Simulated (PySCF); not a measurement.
**BH₁₀N₃Si₂: density, localisation and related maps**

```xyz
16

N     2.9102    0.5185    0.2560
B     1.6725   -0.1407    0.1573
N     1.6673   -1.4518   -0.3482
Si    0.0144    0.7381    0.7209
N    -1.3472   -0.0549   -0.0435
Si   -3.0303    0.0811    0.3043
H     3.0123    1.4569    0.5951
H     3.7884    0.1001   -0.0030
H     2.4951   -1.9533   -0.6251
H     0.8332   -2.0067   -0.4142
H    -0.3243    0.6702    2.1585
H    -0.0825    2.1949    0.4347
H    -1.1426   -0.4213   -0.9595
H    -3.6725   -1.0406   -0.3918
H    -3.6169    1.3426   -0.1688
H    -3.1848   -0.0242    1.7522
```

Geometry: GFN2-xTB.

All numbers below come from PBE0/pcSseg-1, SCF density, gas phase, non-relativistic (PySCF).

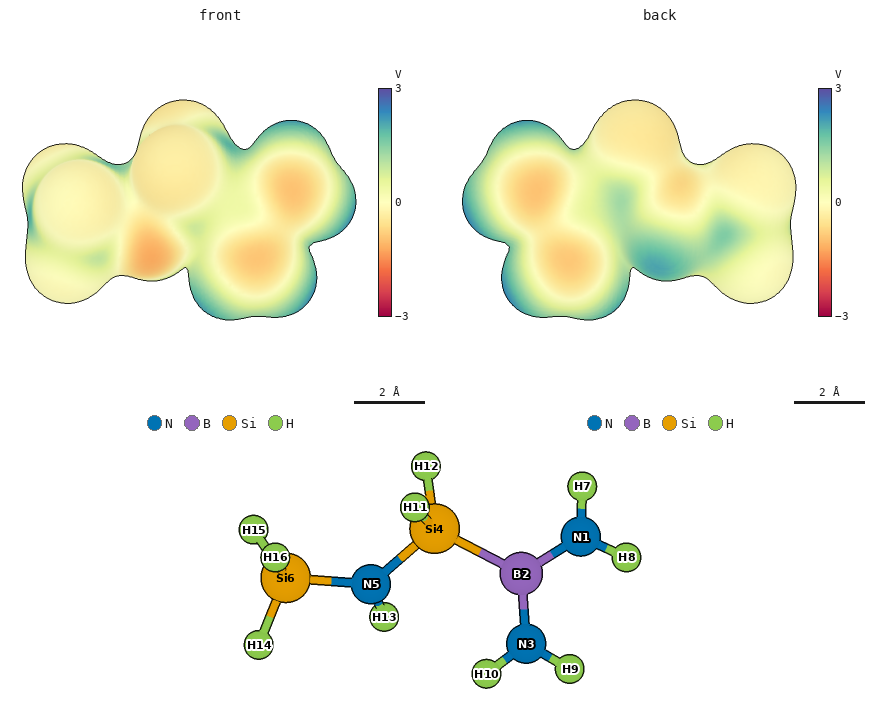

Figure 1. The electrostatic potential painted on the density surface at 0.004 e/bohr³, seen from the front and from behind; red is negative and blue positive. The bare structure is drawn below in the same view.

Q: Describe the electrostatic potential map.

A: The most negative region (about −1.1 V) lies over N5, the most positive (about +2.3 V) over H8 and H9. N5 is the likeliest acceptor of a hydrogen bond.

Q: How polar is the molecule by this calculation?

A: Its dipole moment is 3.24 D.

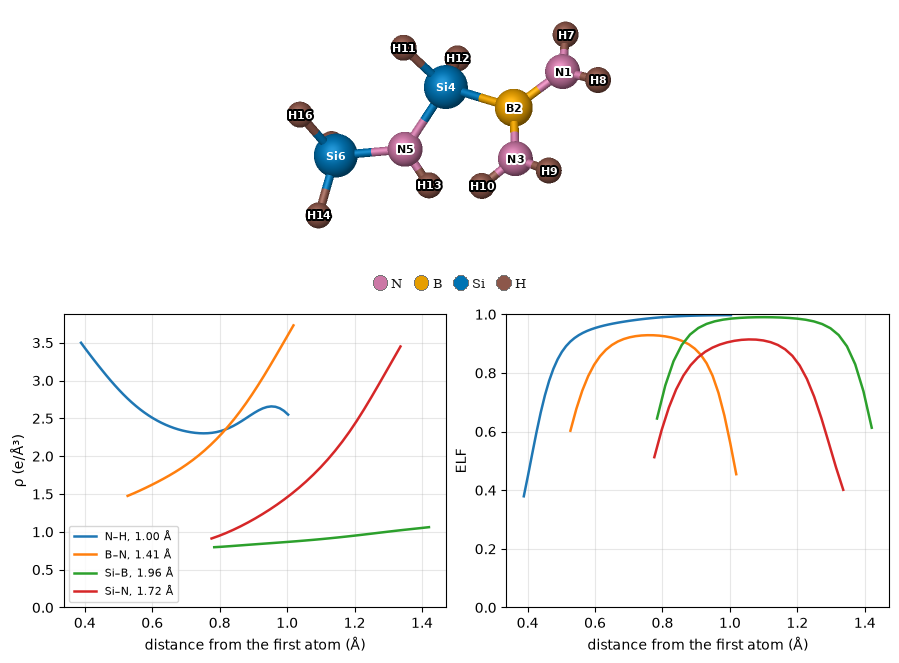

Figure 2. Total electron density and electron localisation function along straight lines between neighbouring atoms. The curves leave out the atomic cores. The structure is drawn too.

Q: What can be read from the curves?

A: N–H (1.00 Å): ρ at the midpoint is about 2.9 e/Å³; the ELF climbs to about 1 towards the hydrogen, as it does in any bond to H: an ordinary covalent bond to hydrogen.
B–N (1.41 Å): ρ is about 1.9 e/Å³ halfway; the ELF peaks at about 0.95 between the atoms; a polar covalent bond.
Si–B (1.96 Å): the density is about 0.86 e/Å³ at the midpoint; the ELF peaks at about 1 between the atoms, as expected for a covalent bond.
Si–N (1.72 Å): ρ at the midpoint is about 1.1 e/Å³; the ELF peaks at about 0.90 between the atoms, as expected for a polar covalent bond.
